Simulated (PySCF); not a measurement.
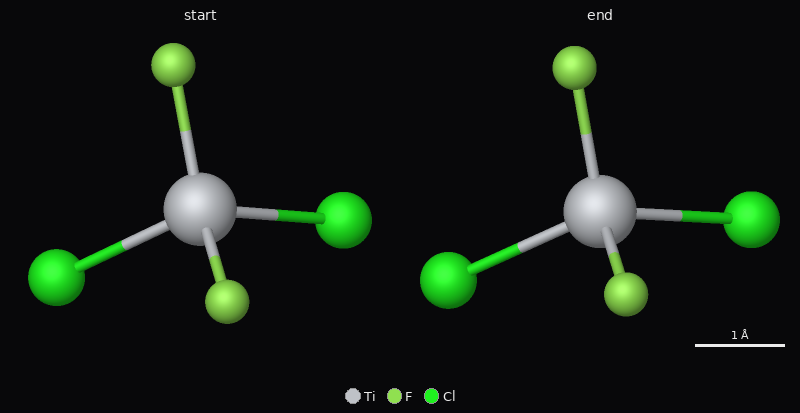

The structure of TiF2Cl2 before (left) and after (right) a relaxation, at one scale.

A ball-and-stick model, seen from a free direction.

The start comes from GFN2-xTB.

Level of theory: PySCF, PBE0-D3(BJ)/def2-SVP geometry optimisation, gas phase. 

> Describe what moved and what it gained.

The energy falls by 0.174 eV in 9 geometry steps. The largest force component goes from 1.4 to 0.019 eV/Å. A Cl atom moves most after the best rigid fit: 0.10 Å. By element the largest moves are Cl 0.10 Å, F 0.10 Å, Ti 0.08 Å. Near-neighbour distances that change, for instance: Cl–Ti 2.112 → 2.164 Å, F–Ti 1.691 → 1.719 Å. Among the angles between lasting bonds that change: F–Ti–F 120.0° → 109.3°, Cl–Ti–Cl 104.1° → 108.8°. The run took of the order of 40 core-seconds on a shared host.
